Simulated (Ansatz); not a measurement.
# AlP (singlet): correlated methods under varied settings at distance Al1–P2 = 1.903 Å

Aim: run AlP (singlet) at one geometry under a spread of methods and options, and see what each costs and gives.

Computed with Ansatz 0.2.0, Gaussian basis. Level: the settings change from run to run.

32 further runs of the same task are left out: 6 for a known fault of the program, 21 that didn't finish, 5 set aside as unsound or not needed.

## 1. What is computed

The geometry derives from a PBE0/def2-TZVP stationary point (not a proven minimum). One bond is set to the value named and the two fragments are kept rigid.

2 atoms, charge 0, spin multiplicity 1.

Atoms are counted from 1 here; the program's logs count them from 0.

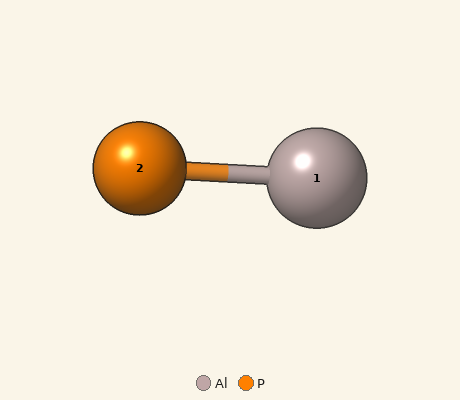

The geometry (aluminium light grey, phosphorus orange); atoms are numbered from 1 in the order of the file.

## 2. HF/cc-pVDZ

Contents of in.yaml:

```yaml
crystal:
  periodic: [false, false, false]
  atoms:
    - {symbol: Al, position_ang: [0.000000, 0.000000, 0.000000]}
    - {symbol: P, position_ang: [0.000000, 0.000000, 1.903000]}
basis:
  gaussian: {orbitals: cc-pVDZ}
magnetization: {spin_polarized: false}
hamiltonian: {xc: hf}
accuracy: high
scf: {lower_state_search: full}
output: {orbitals: {seedname: orbitals}}
```

Command:

```sh
> ansatz run in.yaml --threads 1 --pin off --events-out ev --progress --plain --max-ram 2393MiB
```

Output:

```text
Functional definition: HF
  name "HF"
  cite "Fock, Z. Phys. 61, 126 (1930) doi:10.1007/BF01340294"
  parent pbe
  exchange = exact_x
  correlation = 0
694 factors; integrals over basis functions are off by at most 3.6e-9 eV
mean field evaluation 1: about -15849.2831 eV, gradient 1.8e1 eV
mean field evaluation 2: about -15849.2901 eV, gradient 1.8e1 eV
mean field evaluation 4: about -15850.9853 eV, gradient 7.5e-1 eV
mean field evaluation 8: about -15850.9903 eV, gradient 7.5e-4 eV
mean field evaluation 16: about -15850.7468 eV, gradient 1.1e0 eV
mean field evaluation 32: about -15849.7950 eV, gradient 1.1e-1 eV
mean field -15850.99027107 eV, -582.5131482747 hartree, gradient 3.3e-8 eV, S^2 0.000000; 0 other end points of the search recorded, 0 dependent functions left out
reference -15850.99027107 eV, -582.5131482747 hartree; 14, 14 occupied and 22, 22 virtual orbitals, 694 factors
Total energy: -15850.99027107 eV, -582.5131482747 hartree
```

Wall time 0.57 s (1 thread of Arm Neoverse V1, shared host).

## 3. CCSD on UHF/6-31G*

Contents of in.yaml:

```yaml
crystal:
  periodic: [false, false, false]
  atoms:
    - {symbol: Al, position_ang: [0.000000, 0.000000, 0.000000]}
    - {symbol: P, position_ang: [0.000000, 0.000000, 1.903000]}
basis:
  gaussian: {orbitals: "6-31G*"}
magnetization: {spin_polarized: true, initial_magnetization: 0}
correlation: {method: ccsd, electrons: outside_noble_gas}
```

Same command.

Output (excerpt; [...] marks lines left out):

```text
Functional definition: HF
  name "HF"
  cite "Fock, Z. Phys. 61, 126 (1930) doi:10.1007/BF01340294"
  parent pbe
[...]
330 factors; integrals over basis functions are off by at most 9.2e-4 eV
[...]
mean field -15851.29841361 eV, -582.5244723043 hartree, gradient 1.6e-6 eV, S^2 1.045055; 25 other end points of the search recorded, 0 dependent functions left out
determinant -15851.29841361 eV, -582.5244723043 hartree, with singles and doubles -15855.24425838 eV, -582.6694794251 hartree
determinant -15850.68589055 eV, -582.5019624970 hartree, with singles and doubles -15855.20869859 eV, -582.6681726269 hartree
determinant -15850.21677941 eV, -582.4847229806 hartree, with singles and doubles -15854.16625676 eV, -582.6298635961 hartree
determinant -15850.14215000 eV, -582.4819804001 hartree, with singles and doubles -15855.33564556 eV, -582.6728378418 hartree
[...]
determinant -15851.29841361 eV, -582.5244723043 hartree, with singles and doubles -15855.24925778 eV, -582.6696631493 hartree
determinant -15850.68589055 eV, -582.5019624970 hartree, with singles and doubles -15855.25501805 eV, -582.6698748355 hartree
determinant -15850.14215000 eV, -582.4819804001 hartree, with singles and doubles -15855.33522245 eV, -582.6728222928 hartree
10 core orbitals not correlated: weight in the atoms' cores, before any rotation towards them, 1.000 or more for the frozen orbitals, at most 0.000 for the correlated occupied ones
reference -15850.14215000 eV, -582.4819804001 hartree; 4, 4 occupied and 24, 24 virtual orbitals, 330 factors
second order -4.71026622 eV of doubles, -0.00000000 eV of singles
cycle   1  -5.19307619 eV  change   -3.7e-6 eV  update   3.7e-6
WARN: the results are in doubt because among natural orbitals full CI differs from the method by -0.130 eV
Total energy: -15855.33522619 eV, -582.6728224302 hartree
In doubt: among natural orbitals full CI differs from the method by -0.130 eV
```

It took 6.5 s on 1 thread of Arm Neoverse V1, shared host.

From the report: ⟨S²⟩ of the determinant 0.000 (pure singlet: 0.00); correlation -5.1931 eV; T1 0.037; largest double amplitude 0.18. Mind the lines of doubt at the end of the log.

## 4. CCSDTQ on UHF/STO-3G

Contents of in.yaml:

```yaml
crystal:
  periodic: [false, false, false]
  atoms:
    - {symbol: Al, position_ang: [0.000000, 0.000000, 0.000000]}
    - {symbol: P, position_ang: [0.000000, 0.000000, 1.903000]}
basis:
  gaussian: {orbitals: STO-3G}
magnetization: {spin_polarized: true, initial_magnetization: 0}
hamiltonian: {pseudopotentials: {relativity: scalar}}
correlation: {method: ccsdtq, electrons: outside_noble_gas}
```

The command is unchanged.

Output (excerpt; [...] marks lines left out):

```text
Functional definition: HF
  name "HF"
  cite "Fock, Z. Phys. 61, 126 (1930) doi:10.1007/BF01340294"
  parent pbe
[...]
296 factors; integrals over basis functions are off by at most 2.7e-8 eV
[...]
mean field -15693.32799241 eV, -576.7191664011 hartree, gradient 3.4e-6 eV, S^2 1.034915; 24 other end points of the search recorded, 0 dependent functions left out
determinant -15693.32799241 eV, -576.7191664011 hartree, with singles and doubles -15695.11681016 eV, -576.7849042409 hartree
determinant -15692.59777616 eV, -576.6923314492 hartree, with singles and doubles -15694.31782592 eV, -576.7555421119 hartree
determinant -15692.16006282 eV, -576.6762457805 hartree, with singles and doubles -15695.08858060 eV, -576.7838668241 hartree
determinant -15691.97858593 eV, -576.6695766279 hartree, with singles and doubles -15695.13712091 eV, -576.7856506475 hartree
[...]
determinant -15688.49471171 eV, -576.5415466117 hartree, with singles and doubles -15689.62234368 eV, -576.5829863221 hartree
determinant -15693.32799241 eV, -576.7191664011 hartree, with singles and doubles -15695.15512465 eV, -576.7863122728 hartree
determinant -15692.16006282 eV, -576.6762457805 hartree, with singles and doubles -15695.09985632 eV, -576.7842811991 hartree
determinant -15691.97858593 eV, -576.6695766279 hartree, with singles and doubles -15695.13767540 eV, -576.7856710245 hartree
[...]
10 core orbitals not correlated: weight in the atoms' cores, before any rotation towards them, 1.000 or more for the frozen orbitals, at most 0.000 for the correlated occupied ones
reference -15691.97858593 eV, -576.6695766279 hartree; 4, 4 occupied and 4, 4 virtual orbitals, 296 factors
second order -2.67008083 eV of doubles, -0.00000000 eV of singles
cycle   1  -2.58723494 eV  change    8.3e-2 eV  update   1.8e-1
[...]
cycle  17  -3.40045883 eV  change    6.8e-7 eV  update   9.2e-7
Total energy: -15695.37904477 eV, -576.7945411851 hartree
Relativity: scalar
```

It took 14 s on 1 thread of Arm Neoverse V1, shared host.

From the report: ⟨S²⟩ of the determinant 0.000 (pure singlet: 0.00); correlation -3.4005 eV; T1 0.054; largest double amplitude 0.20.

## 5. CISD/def2-mTZVP

Contents of in.yaml:

```yaml
crystal:
  periodic: [false, false, false]
  atoms:
    - {symbol: Al, position_ang: [0.000000, 0.000000, 0.000000]}
    - {symbol: P, position_ang: [0.000000, 0.000000, 1.903000]}
basis:
  gaussian: {orbitals: def2-mTZVP}
correlation: {active_space: {ras: {orbitals: [14, 0, 30], electrons: 28, max_holes: 2, max_particles: 2}, fixed_orbitals: true}}
accuracy: high
```

Same command.

Output:

```text
Functional definition: HF
  name "HF"
  cite "Fock, Z. Phys. 61, 126 (1930) doi:10.1007/BF01340294"
  parent pbe
  exchange = exact_x
  correlation = 0
697 factors; integrals over basis functions are off by at most 3.8e-9 eV
mean field evaluation 1: about -15849.1289 eV, gradient 2.0e1 eV
mean field evaluation 2: about -15849.1345 eV, gradient 2.0e1 eV
mean field evaluation 4: about -15851.0324 eV, gradient 7.1e-1 eV
mean field evaluation 8: about -15851.0372 eV, gradient 7.2e-4 eV
mean field evaluation 16: about -15849.8463 eV, gradient 1.1e-1 eV
mean field evaluation 32: about -15850.8910 eV, gradient 1.9e0 eV
mean field -15851.03718597 eV, -582.5148723654 hartree, gradient 1.9e-8 eV, S^2 0.000000; 7 other end points of the search recorded, 0 dependent functions left out
reference -15851.03718597 eV, -582.5148723654 hartree; 14, 14 occupied and 30, 30 virtual orbitals, 697 factors
state -15858.24570079 eV, -582.7797803991 hartree
Total energy: -15858.24570079 eV, -582.7797803991 hartree
```

Wall time 9.5 s (1 thread of Arm Neoverse V1, shared host).

From the report: 70,271 determinants.

## 6. CCSD(T) on UHF/STO-3G

Contents of in.yaml:

```yaml
crystal:
  periodic: [false, false, false]
  atoms:
    - {symbol: Al, position_ang: [0.000000, 0.000000, 0.000000]}
    - {symbol: P, position_ang: [0.000000, 0.000000, 1.903000]}
basis:
  gaussian: {orbitals: STO-3G}
magnetization: {spin_polarized: true, initial_magnetization: 0}
correlation: {method: ccsd_t, electrons: outside_noble_gas}
```

Launched as before.

Output (excerpt; [...] marks lines left out):

```text
Functional definition: HF
  name "HF"
  cite "Fock, Z. Phys. 61, 126 (1930) doi:10.1007/BF01340294"
  parent pbe
[...]
186 factors; integrals over basis functions are off by at most 1.7e-5 eV
[...]
mean field -15667.02746591 eV, -575.7526398794 hartree, gradient 5.0e-6 eV, S^2 1.036155; 26 other end points of the search recorded, 0 dependent functions left out
determinant -15667.02746591 eV, -575.7526398794 hartree, with singles and doubles -15668.82067219 eV, -575.8185389949 hartree
determinant -15666.28338553 eV, -575.7252954299 hartree, with singles and doubles -15668.00288925 eV, -575.7884860261 hartree
determinant -15665.88079892 eV, -575.7105006449 hartree, with singles and doubles -15668.80058770 eV, -575.8178009035 hartree
determinant -15665.67534968 eV, -575.7029505247 hartree, with singles and doubles -15668.85233319 eV, -575.8197025151 hartree
[...]
determinant -15662.20126936 eV, -575.5752804276 hartree, with singles and doubles -15663.32610646 eV, -575.6166174285 hartree
determinant -15667.02746591 eV, -575.7526398794 hartree, with singles and doubles -15668.85807894 eV, -575.8199136675 hartree
determinant -15665.88079892 eV, -575.7105006449 hartree, with singles and doubles -15668.81293061 eV, -575.8182544972 hartree
determinant -15665.67534968 eV, -575.7029505247 hartree, with singles and doubles -15668.85276830 eV, -575.8197185051 hartree
10 core orbitals not correlated: weight in the atoms' cores, before any rotation towards them, 1.000 or more for the frozen orbitals, at most 0.000 for the correlated occupied ones
reference -15665.67534968 eV, -575.7029505247 hartree; 4, 4 occupied and 4, 4 virtual orbitals, 186 factors
second order -2.69146136 eV of doubles, -0.00000000 eV of singles
cycle   1  -3.17742505 eV  change   -6.4e-6 eV  update   1.8e-6
perturbative correction -0.22357562 eV, -0.0082162524 hartree
Total energy: -15669.07635035 eV, -575.8279349939 hartree
```

Wall time 1.6 s (1 thread of Arm Neoverse V1, shared host).

From the report: ⟨S²⟩ of the determinant 0.000 (pure singlet: 0.00); correlation -3.4010 eV; T1 0.059; largest double amplitude 0.18.

## 7. CCSDT on RHF/6-31++G**

Contents of in.yaml:

```yaml
crystal:
  periodic: [false, false, false]
  atoms:
    - {symbol: Al, position_ang: [0.000000, 0.000000, 0.000000]}
    - {symbol: P, position_ang: [0.000000, 0.000000, 1.903000]}
basis:
  gaussian: {orbitals: "6-31++G**"}
magnetization: {spin_polarized: false}
correlation: {method: ccsdt, electrons: outside_noble_gas}
```

Launched as before.

Output (excerpt; [...] marks lines left out):

```text
Functional definition: HF
  name "HF"
  cite "Fock, Z. Phys. 61, 126 (1930) doi:10.1007/BF01340294"
  parent pbe
[...]
672 factors; integrals over basis functions are off by at most 1.8e-7 eV
[...]
mean field -15850.17598762 eV, -582.4832239098 hartree, gradient 1.7e-6 eV, S^2 0.000000; 7 other end points of the search recorded, 0 dependent functions left out; unrestricted orbitals would lower it
[...]
determinant -15850.17598762 eV, -582.4832239098 hartree, with singles and doubles -15855.39490348 eV, -582.6750155304 hartree
determinant -15848.98166722 eV, -582.4393334446 hartree, with singles and doubles -15853.45644262 eV, -582.6037784076 hartree
unrestricted determinant -15851.34088402 eV, -582.5260330629 hartree, S^2 1.0440
10 core orbitals not correlated: weight in the atoms' cores, before any rotation towards them, 1.000 or more for the frozen orbitals, at most 0.000 for the correlated occupied ones
reference -15850.17598762 eV, -582.4832239098 hartree; 4, 4 occupied and 32, 32 virtual orbitals, 672 factors
second order -4.73541813 eV of doubles, -0.00000000 eV of singles
cycle   1  -4.82259706 eV  change   -8.7e-2 eV  update   1.4e-1
[...]
cycle  18  -5.60966938 eV  change   -2.4e-8 eV  update   7.1e-7
Total energy: -15855.78565699 eV, -582.6893754570 hartree
```

It took 5.5 s on 1 thread of Arm Neoverse V1, shared host.

From the report: correlation -5.6097 eV; T1 0.036; largest double amplitude 0.20.

## 8. BCCD(T)/def2-SVPD

Contents of in.yaml:

```yaml
crystal:
  periodic: [false, false, false]
  atoms:
    - {symbol: Al, position_ang: [0.000000, 0.000000, 0.000000]}
    - {symbol: P, position_ang: [0.000000, 0.000000, 1.903000]}
basis:
  gaussian: {orbitals: def2-SVPD}
magnetization: {spin_polarized: false}
hamiltonian: {xc: {name: PBE0}, pseudopotentials: {relativity: scalar}}
correlation: {method: bccd_t, electrons: valence}
accuracy: high
scf: {lower_state_search: light}
```

Same command.

Output (excerpt; [...] marks lines left out):

```text
Functional definition: PBE0
  name "PBE0"
  cite "Adamo & Barone, J. Chem. Phys. 110, 6158 (1999) doi:10.1063/1.478522"
  cite "Perdew, Burke & Ernzerhof, Phys. Rev. Lett. 77, 3865 (1996) doi:10.1103/PhysRevLett.77.3865"
  parent pbe
[...]
755 factors; integrals over basis functions are off by at most 3.2e-9 eV
[...]
mean field -15901.08200774 eV, -584.3539856439 hartree, gradient 6.7e-8 eV, S^2 0.000000; 4 other end points of the search recorded, 0 dependent functions left out; unrestricted orbitals would lower it
[...]
unrestricted determinant -15877.93576871 eV, -583.5033770485 hartree, S^2 1.0414
10 core orbitals not correlated: weight in the atoms' cores, before any rotation towards them, 1.000 or more for the frozen orbitals, at most 0.000 for the correlated occupied ones
reference -15876.45852481 eV, -583.4490893366 hartree; 4, 4 occupied and 34, 34 virtual orbitals, 755 factors
second order -5.45803426 eV of doubles, -0.11542667 eV of singles
cycle   1  -5.31881086 eV  change    2.5e-1 eV  update   1.3e-1
[...]
cycle  26  -5.69138299 eV  change  -2.4e-10 eV  update  6.1e-10
perturbative correction -0.46644106 eV, -0.0171413926 hartree
Total energy: -15882.61634886 eV, -583.6753851964 hartree
Relativity: scalar
```

It took 4.8 s on 1 thread of Arm Neoverse V1, shared host.

From the report: correlation -6.1578 eV; largest double amplitude 0.17.

## 9. BCCD on RHF/cc-pVDZ

Contents of in.yaml:

```yaml
crystal:
  periodic: [false, false, false]
  atoms:
    - {symbol: Al, position_ang: [0.000000, 0.000000, 0.000000]}
    - {symbol: P, position_ang: [0.000000, 0.000000, 1.903000]}
basis:
  gaussian: {orbitals: cc-pVDZ}
magnetization: {spin_polarized: false}
correlation: {method: bccd, electrons: outside_noble_gas}
output: {forces: true}
```

The command is unchanged.

Output (excerpt; [...] marks lines left out):

```text
Functional definition: HF
  name "HF"
  cite "Fock, Z. Phys. 61, 126 (1930) doi:10.1007/BF01340294"
  parent pbe
[...]
374 factors; integrals over basis functions are off by at most 9.2e-4 eV
[...]
mean field -15850.99021086 eV, -582.5131460621 hartree, gradient 2.0e-6 eV, S^2 0.000000; 7 other end points of the search recorded, 0 dependent functions left out; unrestricted orbitals would lower it
[...]
determinant -15850.99021086 eV, -582.5131460621 hartree, with singles and doubles -15856.34771095 eV, -582.7100305591 hartree
determinant -15849.79484615 eV, -582.4692172191 hartree, with singles and doubles -15854.41614242 eV, -582.6390467245 hartree
unrestricted determinant -15852.21090554 eV, -582.5580057640 hartree, S^2 1.0415
10 core orbitals not correlated: weight in the atoms' cores, before any rotation towards them, 1.000 or more for the frozen orbitals, at most 0.000 for the correlated occupied ones
reference -15850.99021086 eV, -582.5131460621 hartree; 4, 4 occupied and 22, 22 virtual orbitals, 374 factors
second order -4.90932622 eV of doubles, -0.00000000 eV of singles
cycle   1  -5.29331745 eV  change    6.4e-2 eV  update   2.6e-2
[...]
cycle  14  -5.30587464 eV  change   -2.9e-7 eV  update   8.0e-8
WARN: the results are in doubt because among natural orbitals full CI differs from the method by -0.144 eV
[...]
Total energy: -15856.29608550 eV, -582.7081333587 hartree
Atom 0 at     0.000000     0.000000     0.000000 Å, force    -0.000000     0.000000    -5.744981 eV/Å
Atom 1 at     0.000000     0.000000     1.903000 Å, force     0.000000    -0.000000     5.744982 eV/Å
Dipole moment:    -0.000000    -0.000000    -0.622232 e Å
In doubt: among natural orbitals full CI differs from the method by -0.144 eV
```

Wall time 2.5 s (1 thread of Arm Neoverse V1, shared host).

From the report: correlation -5.3059 eV; largest double amplitude 0.18. Mind the lines of doubt at the end of the log.

## 10. HF/def2-SVPD

Contents of in.yaml:

```yaml
crystal:
  periodic: [false, false, false]
  atoms:
    - {symbol: Al, position_ang: [0.000000, 0.000000, 0.000000]}
    - {symbol: P, position_ang: [0.000000, 0.000000, 1.903000]}
basis:
  gaussian: {orbitals: def2-SVPD}
magnetization: {spin_polarized: false}
hamiltonian: {xc: hf}
scf: {lower_state_search: off}
output: {forces: true, orbitals: {seedname: orbitals}}
```

Launched as before.

Output (excerpt; [...] marks lines left out):

```text
Functional definition: HF
  name "HF"
  cite "Fock, Z. Phys. 61, 126 (1930) doi:10.1007/BF01340294"
  parent pbe
[...]
427 factors; integrals over basis functions are off by at most 6.9e-4 eV
[...]
mean field -15845.93913386 eV, -582.3275224060 hartree, gradient 9.9e-7 eV, S^2 0.000000; 0 other end points of the search recorded, 0 dependent functions left out
[...]
reference -15845.93913386 eV, -582.3275224060 hartree; 14, 14 occupied and 34, 34 virtual orbitals, 427 factors
Total energy: -15845.93913386 eV, -582.3275224060 hartree
Atom 0 at     0.000000     0.000000     0.000000 Å, force     0.000000    -0.000000    -4.884476 eV/Å
Atom 1 at     0.000000     0.000000     1.903000 Å, force    -0.000000     0.000000     4.884476 eV/Å
Dipole moment:     0.000000     0.000000    -0.901199 e Å
Checks for a lower state left out: stability, starts, cluster_reference, orbital_swaps, neighbouring_geometries, increment
```

Wall time 0.27 s (1 thread of Arm Neoverse V1, shared host).

## 11. The runs in one table

Where basis and cores are those of an earlier RCCSDTQ/cc-pVDZ run (-15856.7948 eV), and the state is the same kind, the miss against it is given. † marks a result that the program doubts.

```csv
level,correlated,functions,energy (eV),from RCCSDTQ (meV),time
HF/cc-pVDZ,,36,-15850.9903,5804.5,0.57 s
CCSD on UHF/6-31G* †,outside noble gas,38,-15855.3352,,6.5 s
CCSDTQ on UHF/STO-3G (relativity set),outside noble gas,18,-15695.3790,,14 s
CISD/def2-mTZVP,all,44,-15858.2457,,9.5 s
CCSD(T) on UHF/STO-3G,outside noble gas,18,-15669.0764,,1.6 s
CCSDT on RHF/6-31++G**,outside noble gas,46,-15855.7857,,5.5 s
"BCCD(T)/def2-SVPD (on PBE0 orbitals, relativity set)",valence,48,-15882.6163,,4.8 s
BCCD on RHF/cc-pVDZ †,outside noble gas,36,-15856.2961,498.7,2.5 s
HF/def2-SVPD,,48,-15845.9391,,0.27 s
```

## 12. Outcome

| quantity | value |
| --- | --- |
| runs | 9 |
| quickest | HF/def2-SVPD, 0.27 s |
| slowest | CCSDTQ on UHF/STO-3G (relativity set), 14 s |

In words: Total energies in different bases, with other cores or another treatment of relativity can't be set against each other. CCSDTQ on UHF/STO-3G (relativity set) took 52 times as long as HF/def2-SVPD; the jobs differ in more than the method. Hartree-Fock, CASSCF and CASCI lack dynamic correlation by design.
